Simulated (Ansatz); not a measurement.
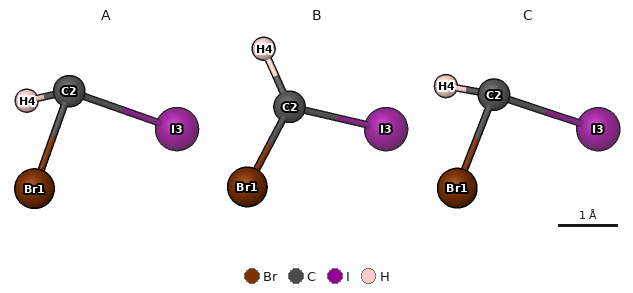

3 geometries from a converged minimum-energy path of CHBrI (charge −1), shuffled. The picture is a ball-and-stick view, seen from a free direction.

The calculation used RKS PBE-D4/def2-SVP in Ansatz 0.2.0. Run with 7 movable images; climbing image; force threshold 0.03 eV/Å; iteration limit 60; starting path through a guess of the saddle point.

One of them is the converged climbing image. Which?

Answer. B. In order along the path, whose images run from 0 to 8: B (image 4, +119.2 kJ/mol), C (image 7, +13.1 kJ/mol), A (image 8, 0.0 kJ/mol). The motion is an umbrella inversion at C2. No bond forms or breaks between the ends. Among the angles between lasting bonds that change up to the highest image: I3–C2–H4 92.6° → 119.4°, Br1–C2–H4 95.1° → 120.1°.

Limits of the set-up: the basis has no diffuse functions, which an anion needs.

Cost: 36 s on 1 thread of AMD EPYC 9R45 96-Core Processor (Zen 5), with other jobs on the host, peak memory 0.2 GiB.
